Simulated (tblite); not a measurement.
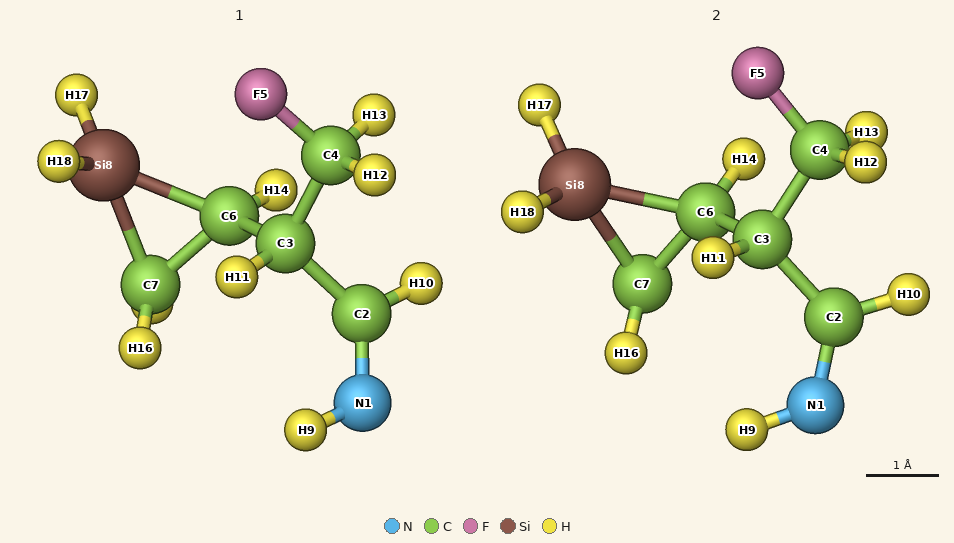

Two geometries of C₅H₁₀FNSi, drawn at one scale. One is the start of a relaxation, the other its converged end. Style: ball-and-stick. Shown at a tilt.

These are results of GFN2-xTB geometry optimisation, gas phase (tblite), not measurements. 

Q: Which of the two is the end point?

A: Structure 1 is the relaxed one. The atom that moves furthest after the best rigid fit is an H atom (0.73 Å). Largest moves by element: H 0.73 Å, F 0.59 Å, N 0.34 Å, Si 0.32 Å, C 0.28 Å. Among the contacts that change: C–H 1.118 → 1.086 Å, C–C 1.507 → 1.535 Å, C–Si 1.871 → 1.894 Å, C–F 1.398 → 1.375 Å. Among the angles between lasting bonds that change: Si–C–H 110.1° → 119.8°, C–C–C 114.4° → 107.6°, Si–C–H 112.4° → 118.6°. Groups turn about C–C by about 30°, C–C by about 25°. Over 120 geometry steps the energy falls by 10.9 kcal/mol.
